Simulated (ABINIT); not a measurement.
**SiC (Moissanite): changed settings of a GW run in ABINIT**

What do changed inputs do to GW on SiC (Moissanite)?

Program: ABINIT 10.8.3. Level of theory: PBE and many-body steps on it, plane waves. Results are calculated unless marked as measured.

**1. Starting point**

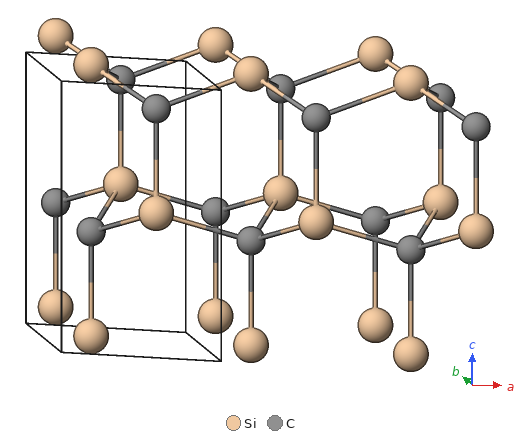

Start, viewed slightly off an axis; silicon light orange, carbon grey. 3×2×1 cells are drawn. Some periodic images of atoms are drawn too.

The cell and positions come from the Crystallography Open Database and are kept as given unless a step says otherwise.

**2. Screening, 6×6×4 mesh, 180 bands, screening to 228.6 eV**

This step: ABINIT 10.8.3; RPA screening on PBE, plane waves, norm-conserving pseudopotentials.

The RPA dielectric matrix is built and inverted for each q.

Contents of run.abi:

```
acell 3*1.0 Angstrom
rprim 
  3.075999999976 0.000000000005 0.000000000000
  -1.537999999993 2.663894142018 0.000000000000
  0.000000000000 0.000000000000 5.048000000000
ntypat 2
znucl 14 6
natom 4
typat 1 1 2 2
xred 
  0.333333333333 0.666666666667 0.000000000000
  0.666666666667 0.333333333333 0.500000000000
  0.333333333333 0.666666666667 0.385000000000
  0.666666666667 0.333333333333 0.885000000000
pp_dirpath "pseudos"
pseudos "Si.upf, C.upf"
ecut 37
ngkpt 6 6 4
nshiftk 1
shiftk 0 0 0
kptopt 1
chksymbreak 0
istwfk *1
occopt 1
irdwfk 1
optdriver 3
nband 180
ecuteps 8.4
inclvkb 2
awtr 1
symchi 1
indata_prefix "in"
outdata_prefix "out"
tmpdata_prefix "tmp"
```

Launch:

```bash
OMP_NUM_THREADS=1 mpirun -n 4 abinit run.abi > log
```

The program printed:

```text
.Version 10.8.3 of ABINIT. v10.8.2 released Aug 2026.

 Symmetries : space group P6_3 m c (#186); Bravais hP (primitive hexag.)
[... echo of the input left out ...]
== DATASET  1 ==================================================================
-   mpi_nproc: 4, omp_nthreads: 1 (-1 if OMP is not activated)

--- !DatasetInfo
iteration_state: {dtset: 1, }
dimensions: {natom: 4, nkpt: 21, mband: 180, nsppol: 1, nspinor: 1, nspden: 1, mpw: 3018, }
cutoff_energies: {ecut:  37.0, pawecutdg:  -1.0, }
electrons: {nelect:   1.60000000E+01, charge:   0.00000000E+00, occopt:   1.00000000E+00, tsmear:   1.00000000E-02, }

 SCREENING: Calculation of the susceptibility and dielectric matrices

 Based on a program developped by R.W. Godby, V. Olevano, G. Onida, and L. Reining.
 Incorporated in ABINIT by V. Olevano, G.-M. Rignanese, and M. Torrent.
.Using double precision arithmetic ; gwpc =  8

[... cell and pseudopotentials left out ...]
--------------------------------------------------------------------------------

 ==== K-mesh for the wavefunctions ====
 Number of points in the irreducible wedge :    21
[... list of points left out ...]
 Together with 12 symmetry operations and time-reversal symmetry
 yields   144 points in the full Brillouin Zone.

 ==== Q-mesh for the screening function ====
 Number of points in the irreducible wedge :    21
[... list of points left out ...]
 Together with 12 symmetry operations and time-reversal symmetry
 yields   144 points in the full Brillouin Zone.

 setmesh: FFT mesh size selected  =    24x   24x   40
          total number of points  =        23040

 vcoul_init : cutoff-mode = AUXILIARY_FUNCTION
 q-points for optical limit:   1
     1)      0.000010    0.000020    0.000030

- screening: taking advantage of time-reversal symmetry
- Maximum band index for partially occupied states nbvw = 8
- Remaining bands to be divided among processors   nbcw = 172
- Number of bands treated by each node ~43

 Number of electrons calculated from density =   16.0000; Expected =   16.0000
 average of density, n =  0.057319
 r_s =    1.6089
 omega_plasma =   23.0944 [eV]

 calculating chi0 at frequencies [eV] :
  1    0.000000E+00    0.000000E+00
  2    0.000000E+00    2.309436E+01

--------------------------------------------------------------------------------
  q-point number  1        q = ( 0.000000, 0.000000, 0.000000) [r.l.u.]
--------------------------------------------------------------------------------
[... chi0 elements left out ...]
 For q-point:  0.000010 0.000020 0.000030
  dielectric constant =   6.8425
  dielectric constant without local fields =   7.4944

  Average fulfillment of the sum rule on Im[epsilon] for q-point    1 :     91.89  [%]
[... wings left out ...]
  q-point number  2        q = ( 0.166667, 0.000000, 0.000000) [r.l.u.]
--------------------------------------------------------------------------------
[... chi0 elements left out ...]
  Average fulfillment of the sum rule on Im[epsilon] for q-point    2 :     95.03  [%]

 [... 19 further q-points ...]
```

It took 8.7 min on 4 MPI ranks of Arm Neoverse N1, shared host; peak memory 2.1 GiB.

Numbers from this step:

* ε∞ with local fields, on this mesh, along the program's q direction: 6.843
* the same without local fields: 7.494
* plasma frequency: 23.09 eV
* plane waves in the screening matrix: 313

Local fields lower ε∞ by 9 %.

**3. Base**

The self-energy is evaluated for the states that the input lists, and the levels follow from it, in one-shot runs by the linearised quasiparticle equation.

This step: G0W0 on PBE, plane waves, norm-conserving pseudopotentials.

Edit run.abi of step 2 so:

```diff
@@ -25,8 +25,19 @@
 irdwfk 1
-optdriver 3
+optdriver 4
 nband 180
+gwcalctyp 0
+ecutsigx 37
+symsigma 1
+nkptgw 3
+kptgw 
+  0.0000000000 0.0000000000 0.0000000000
+  0.3333333333 0.3333333333 0.0000000000
+  0.5000000000 0.0000000000 0.0000000000
+bdgw 
+  6 10
+  7 10
+  7 10
 ecuteps 8.4
-inclvkb 2
-awtr 1
-symchi 1
+irdscr 1
+ppmodel 1
 indata_prefix "in"
```

The program printed:

```text
.Version 10.8.3 of ABINIT. v10.8.2 released Aug 2026.

 Symmetries : space group P6_3 m c (#186); Bravais hP (primitive hexag.)
[... echo of the input left out ...]
== DATASET  1 ==================================================================
-   mpi_nproc: 4, omp_nthreads: 1 (-1 if OMP is not activated)

--- !DatasetInfo
iteration_state: {dtset: 1, }
dimensions: {natom: 4, nkpt: 21, mband: 180, nsppol: 1, nspinor: 1, nspden: 1, mpw: 3018, }
cutoff_energies: {ecut:  37.0, pawecutdg:  -1.0, }
electrons: {nelect:   1.60000000E+01, charge:   0.00000000E+00, occopt:   1.00000000E+00, tsmear:   1.00000000E-02, }

 SIGMA: Calculation of the GW corrections

 Based on a program developped by R.W. Godby, V. Olevano, G. Onida, and L. Reining.
 Incorporated in ABINIT by V. Olevano, G.-M. Rignanese, and M. Torrent.
.Using double precision arithmetic ; gwpc =  8

[... cell and pseudopotentials left out ...]
--------------------------------------------------------------------------------

 ==== K-mesh for the wavefunctions ====
 Number of points in the irreducible wedge :    21
[... list of points left out ...]
 Together with 12 symmetry operations and time-reversal symmetry
 yields   144 points in the full Brillouin Zone.

 ==== Q-mesh for screening function ====
 Number of points in the irreducible wedge :    21
[... list of points left out ...]
 Together with 12 symmetry operations and time-reversal symmetry
 yields   144 points in the full Brillouin Zone.

 vcoul_init : cutoff-mode = AUXILIARY_FUNCTION
 q-points for optical limit:   1
     1)      0.000010    0.000020    0.000030
 setmesh: FFT mesh size selected  =    27x   27x   54
          total number of points  =        39366

 Number of electrons calculated from density =   16.0000; Expected =   16.0000
 average of density, n =  0.057319
 r_s =    1.6089
 omega_plasma =   23.0944 [eV]

 === KS Band Gaps ===
  >>>> For spin  1
   Minimum direct gap =   4.0829 [eV], located at k-point      :   0.5000  0.0000  0.0000
   Fundamental gap    =   2.3294 [eV], Top of valence bands at :   0.0000  0.0000  0.0000
                                       Bottom of conduction at :   0.3333  0.3333  0.0000
 SIGMA fundamental parameters:
 PLASMON POLE MODEL  1
 number of plane-waves for SigmaX                 2997
 number of plane-waves for SigmaC and W            313
 number of plane-waves for wavefunctions          2997
 number of bands                                   180
 number of independent spin polarizations            1
 number of spinorial components                      1
 number of k-points in IBZ                          21
 number of q-points in IBZ                          21
 number of symmetry operations                      12
 number of k-points in BZ                          144
 number of q-points in BZ                          144
 number of frequencies for dSigma/dE                 9
 frequency step for dSigma/dE [eV]                0.25
 number of omega for Sigma on real axis              0
 max omega for Sigma on real axis  [eV]           0.00
 zcut for avoiding poles [eV]                     0.10

 EPSILON^-1 parameters (SCR file):
 dimension of the eps^-1 matrix on file            313
 dimension of the eps^-1 matrix used               313
 number of plane-waves for wavefunctions          2997
 number of bands                                   180
 number of q-points in IBZ                          21
 number of frequencies                               2
 number of real frequencies                          1
 number of imag frequencies                          1

 matrix elements of self-energy operator (all in [eV])

 Perturbative Calculation

--- !SelfEnergy_ee
iteration_state: {dtset: 1, }
kpoint     : [   0.000,    0.000,    0.000, ]
spin       : 1
KS_gap     :    4.620
QP_gap     :    5.487
Delta_QP_KS:    0.868
data: !SigmaeeData |
     Band     E0 <VxcDFT>   SigX SigC(E0)      Z dSigC/dE  Sig(E)    E-E0       E
        6   6.864 -15.055 -17.694   1.958   0.792  -0.263 -15.594  -0.539   6.325
        7   6.864 -15.055 -17.694   1.958   0.792  -0.263 -15.594  -0.539   6.325
        8   7.139 -14.882 -17.276   1.750   0.793  -0.261 -15.393  -0.511   6.628
        9  11.758 -12.188  -7.007  -4.738   0.806  -0.241 -11.831   0.357  12.115
       10  13.157 -12.746  -7.214  -5.130   0.793  -0.260 -12.427   0.319  13.477

--- !SelfEnergy_ee
iteration_state: {dtset: 1, }
kpoint     : [   0.333,    0.333,    0.000, ]
spin       : 1
KS_gap     :    6.371
QP_gap     :    7.417
Delta_QP_KS:    1.046
data: !SigmaeeData |
     Band     E0 <VxcDFT>   SigX SigC(E0)      Z dSigC/dE  Sig(E)    E-E0       E
        7   3.097 -12.979 -16.874   2.783   0.781  -0.280 -13.848  -0.869   2.228
[...]
--- !SelfEnergy_ee
iteration_state: {dtset: 1, }
kpoint     : [   0.500,    0.000,    0.000, ]
spin       : 1
KS_gap     :    4.083
QP_gap     :    5.014
Delta_QP_KS:    0.931
data: !SigmaeeData |
     Band     E0 <VxcDFT>   SigX SigC(E0)      Z dSigC/dE  Sig(E)    E-E0       E
[...]
8   5.651 -14.535 -17.688   2.273   0.789  -0.268 -15.229  -0.695   4.956
        9   9.734 -10.592  -6.058  -4.247   0.821  -0.218 -10.356   0.236   9.970
       10  11.338 -11.767  -6.941  -4.365   0.809  -0.236 -11.394   0.374  11.711

== END DATASET(S) ==============================================================
================================================================================

 -outvars: echo values of variables after computation  --------
           etotal      0.0000000000E+00
            nband         180
             nkpt          21
          spgroup         186
 [... the other variables as echoed above ...]

 Calculation completed.
```

Elapsed: 2.4 min, on 4 MPI ranks; peak memory 2.3 GiB.

Numbers from this step:

| Property | Result |
| --- | --- |
| G0W0 gap on the points computed | 3.018 eV |
| starting gap on the mesh | 2.329 eV |
| k of the valence top | 0, 0, 0 |
| k of the conduction bottom | 0.3333, 0.3333, 0 |
| Z at the valence top | 0.793 |
| Z at the conduction bottom | 0.825 |
| least direct G0W0 gap on the computed points | 5.014 eV |

The gap on the mesh goes from 2.33 eV to 3.02 eV, a correction of +0.69 eV.

**4. Coulomb singularity**

Edit run.abi of step 3 so:

```diff
@@ -42,2 +42,3 @@
 ppmodel 1
+gw_icutcoul 3
 indata_prefix "in"
```

The program printed:

```text
.Version 10.8.3 of ABINIT. v10.8.2 released Aug 2026.

 Symmetries : space group P6_3 m c (#186); Bravais hP (primitive hexag.)
[... echo of the input left out ...]
== DATASET  1 ==================================================================
-   mpi_nproc: 4, omp_nthreads: 1 (-1 if OMP is not activated)

--- !DatasetInfo
iteration_state: {dtset: 1, }
dimensions: {natom: 4, nkpt: 21, mband: 180, nsppol: 1, nspinor: 1, nspden: 1, mpw: 3018, }
cutoff_energies: {ecut:  37.0, pawecutdg:  -1.0, }
electrons: {nelect:   1.60000000E+01, charge:   0.00000000E+00, occopt:   1.00000000E+00, tsmear:   1.00000000E-02, }

 SIGMA: Calculation of the GW corrections

 Based on a program developped by R.W. Godby, V. Olevano, G. Onida, and L. Reining.
 Incorporated in ABINIT by V. Olevano, G.-M. Rignanese, and M. Torrent.
.Using double precision arithmetic ; gwpc =  8

[... cell and pseudopotentials left out ...]
--------------------------------------------------------------------------------

 ==== K-mesh for the wavefunctions ====
 Number of points in the irreducible wedge :    21
[... list of points left out ...]
 Together with 12 symmetry operations and time-reversal symmetry
 yields   144 points in the full Brillouin Zone.

 ==== Q-mesh for screening function ====
 Number of points in the irreducible wedge :    21
[... list of points left out ...]
 Together with 12 symmetry operations and time-reversal symmetry
 yields   144 points in the full Brillouin Zone.

 vcoul_init : cutoff-mode = CRYSTAL
 q-points for optical limit:   1
     1)      0.000010    0.000020    0.000030
 setmesh: FFT mesh size selected  =    27x   27x   54
          total number of points  =        39366

 Number of electrons calculated from density =   16.0000; Expected =   16.0000
[...]
number of plane-waves for wavefunctions          2997
 number of bands                                   180
 number of q-points in IBZ                          21
 number of frequencies                               2
 number of real frequencies                          1
 number of imag frequencies                          1

 matrix elements of self-energy operator (all in [eV])

 Perturbative Calculation

--- !SelfEnergy_ee
iteration_state: {dtset: 1, }
kpoint     : [   0.000,    0.000,    0.000, ]
spin       : 1
KS_gap     :    4.620
QP_gap     :    5.455
Delta_QP_KS:    0.836
data: !SigmaeeData |
     Band     E0 <VxcDFT>   SigX SigC(E0)      Z dSigC/dE  Sig(E)    E-E0       E
        6   6.864 -15.055 -17.365   1.818   0.796  -0.257 -15.447  -0.392   6.472
        7   6.864 -15.055 -17.365   1.818   0.796  -0.257 -15.447  -0.392   6.472
        8   7.139 -14.882 -16.947   1.609   0.797  -0.254 -15.245  -0.363   6.775
[...]
--- !SelfEnergy_ee
iteration_state: {dtset: 1, }
kpoint     : [   0.333,    0.333,    0.000, ]
spin       : 1
KS_gap     :    6.371
QP_gap     :    7.391
Delta_QP_KS:    1.020
data: !SigmaeeData |
     Band     E0 <VxcDFT>   SigX SigC(E0)      Z dSigC/dE  Sig(E)    E-E0       E
[...]
--- !SelfEnergy_ee
iteration_state: {dtset: 1, }
kpoint     : [   0.500,    0.000,    0.000, ]
spin       : 1
KS_gap     :    4.083
QP_gap     :    4.985
Delta_QP_KS:    0.902
data: !SigmaeeData |
     Band     E0 <VxcDFT>   SigX SigC(E0)      Z dSigC/dE  Sig(E)    E-E0       E
[...]
9   9.734 -10.592  -6.058  -4.106   0.825  -0.212 -10.239   0.353  10.087
       10  11.338 -11.767  -6.941  -4.225   0.813  -0.230 -11.278   0.490  11.827

== END DATASET(S) ==============================================================
================================================================================

 -outvars: echo values of variables after computation  --------
           etotal      0.0000000000E+00
            nband         180
             nkpt          21
          spgroup         186
 [... the other variables as echoed above ...]

 Calculation completed.
```

Elapsed: 2.4 min, on 4 MPI ranks; peak memory 2.3 GiB; 9.4 min of CPU time.

Numbers from this step:

```yaml
g0w0_gap_on_the_points_computed: 2.988 eV
starting_gap_on_the_mesh: 2.329 eV
k_of_the_valence_top: 0, 0, 0
k_of_the_conduction_bottom: 0.3333, 0.3333, 0
z_at_the_valence_top: 0.797
z_at_the_conduction_bottom: 0.829
least_direct_g0w0_gap_on_the_computed_points: 4.985 eV
```

Against G0W0 in ABINIT (6×6×4 mesh, 180 bands, screening to 228.6 eV, Godby-Needs plasmon pole), the gap moves by −0.030 eV.

**5. The runs together**

Times are wall times on 4 MPI ranks of Arm Neoverse N1, shared host, good to a factor of about two. A run's time includes the screening step that it read.

```
                run   mesh  bands  screening cutoff (eV)  DFT gap (eV)  gap on the mesh (eV)  direct (eV)  ε∞ used    time
               base  6×6×4    180                  228.6         2.329                 3.018        5.014     6.84  11 min
Coulomb singularity  6×6×4    180                  228.6         2.329                 2.988        4.985     6.84  11 min
```

**6. Outcome**

```yaml
base: 3.018 eV
coulomb_singularity: 2.988 eV
known_limits: not at the basis limit
```

Coulomb singularity: −0.030 eV against base (keys changed: gw_icutcoul). Bands and cutoff are finite, so the gap is not at the basis limit. The miss can reach some tenths of an eV and take either sign; the mesh is an error of its own. In the G0W0 runs levels were corrected at 3 k points alone, so a gap called «on the mesh» is the least over those, and an edge elsewhere would be missed.

[Paths, hosts, dates, memory and timing lines, banners, echoed tables and standing remarks are left out of the program output.]

[Logs are printed without paths, hosts, clocks, repeated set-up lines and the standing remarks that a program may print on its own settings, such as how far it seeks lower states.]

[Runs of the session that timed out or met a known fault of the program may be left out.]

[Hosts, paths, dates, database ids (printed as entryN), source tags and the programs' standing remarks are cut or masked in the printed files.]

[G0W0 gaps are taken among the corrected bands and points alone; a level outside them can change the order at an edge.]

[Where Ansatz stands beside ABINIT at settings called matched, ABINIT's density can come from a denser mesh and the files from another edition; pairs whose starting gaps differed by over 0.03 eV were left out, so agreement reads better than it is.]
